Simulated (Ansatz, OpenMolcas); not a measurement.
**A ladder of methods for BH2O (SMILES B[O])**

BH2O has 4 atoms, charge 0, and is taken as a doublet. As SMILES, `B[O]`. Geometry: relaxed at PBE0-D4/def2-TZVP.

```xyz
4

B    -0.0011   -0.0103   -0.0151
O     1.0253   -0.3408    0.6769
H    -1.0526   -0.5877    0.1516
H     0.0839    0.8785   -0.8336
```

Quantity: the energy change with the B1–H3 bond stretched from 1.211 to 1.514 Å, in eV. The values are calculated.

```tsv
level	kind	program	value (eV)	less CCSD(T)/STO-3G	CPU time (all runs)
UHF/STO-3G	Hartree–Fock	OpenMolcas	1.32	+0.42	2.7 s
UBLYP/STO-3G	GGA	Ansatz	0.82	-0.08	1.4 s
UBHLYP/STO-3G	global hybrid	Ansatz	1.14	+0.24	1.6 s
UCAM-B3LYP/STO-3G	range-separated hybrid	Ansatz	1.03	+0.13	2 s
UB2PLYP/STO-3G	double hybrid	Ansatz	1.03	+0.13	1.9 s
RPA@PBE/STO-3G	RPA	Ansatz	0.85	-0.05	1.7 s
UMP2/STO-3G	perturbation theory	Ansatz	1.12	+0.22	0.12 s
ROCCSD(T)/STO-3G	coupled cluster or CI	OpenMolcas	0.90	0.00	3.8 s
UCCSDT/STO-3G	coupled cluster or CI	Ansatz	0.89	-0.01	1.3 s
UCCSDTQ/STO-3G	coupled cluster or CI	Ansatz	0.89	-0.01	60 s
```

Differences are taken from ROCCSD(T)/STO-3G for orientation; it has basis-set and higher-order errors of its own. The first shape isn't each level's own minimum. The values span 0.82 to 1.32 eV. All rows use very small basis sets, so none should be taken for the real molecule's value. Times are those of the runs behind each value, whatever else they computed, on shared processors of several kinds: orders of magnitude only.

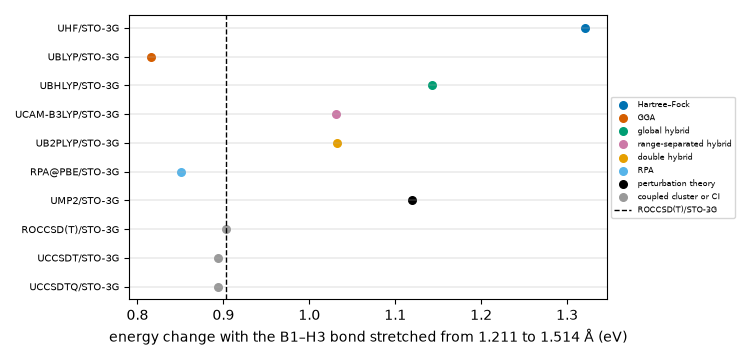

The values of the table, level by level.
